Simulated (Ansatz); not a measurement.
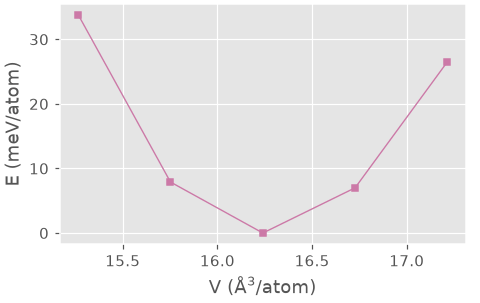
Fig. 1. YSi$_{2}$Rh$_{2}$ in space group I4/mmm (No. 139; Rh on 4d, Y on 2a, Si on 4e) under volume change, r²SCAN in the plane-wave PAW code Ansatz, shape and atoms relaxed at each volume.

What does a third-order Birch–Murnaghan fit give for V₀, B₀ and B′?

V₀ = 16.24 Å³/atom, B₀ = 163 GPa, B′ = 5.0.

The workflow started from an entry of the Crystallography Open Database (COD). Whether it is the stable phase at ambient conditions was not checked. The r²SCAN relaxation kept the symmetry of its start; whether a distortion lowers the energy is not shown. The run is not spin-polarised.

Potentials: the later of the program's two PAW sets.
